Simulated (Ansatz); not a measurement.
# BGaH5NSi: up Jacob's ladder to CCSD(T)

Aim: compute BGaH5NSi with functionals from several rungs and with coupled cluster, and see how far each lands from CCSD(T) at the basis-set limit for the atomisation energy.

The runs use Ansatz 0.2.0, Gaussian basis; functionals in def2-TZVPP, the program's frozen cores in correlated methods.

Plan: LDA (SPW92), PBE-D4, revPBE-D4, BLYP-D4, r2SCAN-D4, B97M-V, PBE0-D4, B3LYP-D4, r2SCANh-D4, r2SCAN0-D4, HSE06-D4, BHLYP-D4, CAM-B3LYP-D4, LC-ωPBE, ωB97X-V, ωB97M-V, B2PLYP, PBE-QIDH; CCSD(T)/def2-SVP; CCSD(T)/def2-TZVPP; MP2/def2-QZVPP; extrapolation to the limit; RPA on PBE.

### 1 The geometry

The geometry comes from an earlier relaxation with PBE0-D4 in a triple-zeta def2 set; it is a stationary point, not always the lowest conformer.

9 atoms, charge 0, spin multiplicity 1.

Atoms are counted from 1 here; the program's logs count them from 0.

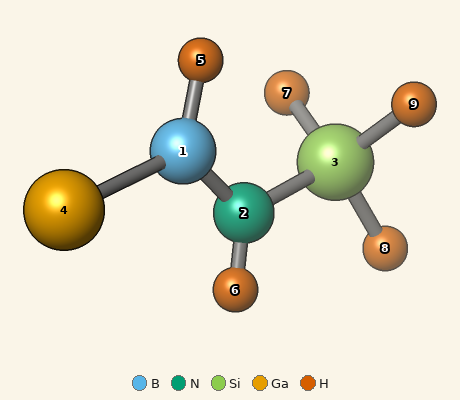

The geometry (boron blue, nitrogen teal, silicon green, gallium amber, hydrogen orange); atoms are numbered from 1 in the order of the file.

Coordinates:

```
atom    x (Å)    y (Å)    z (Å)
  B1  -0.2177   1.4231   0.0630
  N2  -0.5054   0.1055  -0.3364
 Si3   0.4878  -1.2570   0.1310
 Ga4  -1.4363   3.2218  -0.4909
  H5   0.7772   1.5129   0.7558
  H6  -1.3114  -0.0838  -0.9148
  H7   1.8732  -1.0892  -0.3736
  H8  -0.1051  -2.4883  -0.4593
  H9   0.5261  -1.3911   1.6082
```

### 2 LDA

This LDA is Slater exchange with PW92 correlation.

Input file in.yaml:

```yaml
crystal:
  periodic: [false, false, false]
  atoms:
    - {symbol: B, position_ang: [-0.217734, 1.423057, 0.062995]}
    - {symbol: N, position_ang: [-0.505448, 0.105478, -0.336361]}
    - {symbol: Si, position_ang: [0.487812, -1.257005, 0.130952]}
    - {symbol: Ga, position_ang: [-1.436264, 3.221813, -0.490871]}
    - {symbol: H, position_ang: [0.777203, 1.512914, 0.755759]}
    - {symbol: H, position_ang: [-1.311382, -0.083814, -0.914828]}
    - {symbol: H, position_ang: [1.873176, -1.089245, -0.373570]}
    - {symbol: H, position_ang: [-0.105108, -2.488346, -0.459294]}
    - {symbol: H, position_ang: [0.526145, -1.391054, 1.608218]}
basis:
  gaussian: {orbitals: def2-TZVPP}
hamiltonian: {xc: lda}
output: {orbitals: {seedname: orbitals}}
```

Started as:

```
> ansatz run in.yaml --threads 2 --pin off --events-out ev --progress --plain --max-ram 4352MiB
```

After this run come: PBE-D4 (GGA); revPBE-D4 (GGA); BLYP-D4 (GGA); r2SCAN-D4 (meta-GGA); B97M-V (meta-GGA); PBE0-D4 (hybrid); B3LYP-D4 (hybrid); r2SCANh-D4 (hybrid); r2SCAN0-D4 (hybrid); HSE06-D4 (hybrid); BHLYP-D4 (hybrid); CAM-B3LYP-D4 (range-separated); LC-ωPBE (range-separated); ωB97X-V (range-separated); ωB97M-V (range-separated); B2PLYP (double hybrid); PBE-QIDH (double hybrid); CCSD(T) in def2-SVP; CCSD(T) in def2-TZVPP; MP2 in def2-QZVPP; RPA on PBE orbitals.

Q: Predict the results of all the runs planned. Wanted: atomisation energy, CCSD(T)/CBS; farthest beyond LDA; mean size of error, GGA; mean size of error, meta-GGA; mean size of error, hybrid; mean size of error, range-separated; mean size of error, double hybrid; gap, smallest and largest; T1 diagnostic.

As calculated:

```
                               quantity                                                                                                                         value
        atomisation energy, CCSD(T)/CBS                                                                                                                665.7 kcal/mol
functionals within 6.7 kcal/mol (1.0 %)  PBE-D4, BLYP-D4, r2SCAN-D4, B97M-V, PBE0-D4, B3LYP-D4, r2SCANh-D4, HSE06-D4, CAM-B3LYP-D4, LC-ωPBE, ωB97X-V, ωB97M-V, B2PLYP
                    farthest beyond LDA                                                                                                     BHLYP-D4 (-10.0 kcal/mol)
                mean size of error, GGA                                                                                                                  4.8 kcal/mol
           mean size of error, meta-GGA                                                                                                                  1.7 kcal/mol
             mean size of error, hybrid                                                                                                                  5.6 kcal/mol
    mean size of error, range-separated                                                                                                                  4.9 kcal/mol
      mean size of error, double hybrid                                                                                                                  7.0 kcal/mol
              gap, smallest and largest                                                                                      1.16 eV (LDA (SPW92)), 7.40 eV (LC-ωPBE)
                          T1 diagnostic                                                                                                                        0.0144
triples share of the correlation energy                                                                                                                         3.9 %
```

What this shows: LDA overbinds by 84.0 kcal/mol (13 %). PBE-D4 is off by +5.2 kcal/mol. Double hybrids carry the basis error of their MP2 part in triple zeta, and no dispersion term here, so their miss is partly the set-up's. The rungs meta-GGA, GGA, range-separated, hybrid miss on average by less than the doubt on the reference (6.7 kcal/mol), so they tie. Misses under about 6.7 kcal/mol are within the doubt on the reference itself, which lacks core-valence correlation, relativity and higher excitations, and its outer-core shells are covered unevenly. Hartree-Fock recovers 73 % of the binding; the rest is correlation. CCSD(T) in def2-SVP is off by -43.1 kcal/mol, so the small basis spoils what the method gains. Orbital gaps span 1.2 to 7.4 eV; exact exchange widens them. The restricted reference is unstable towards a spin-broken one. Correlated methods include outer-core shells of Ga, which these sets cover unevenly.
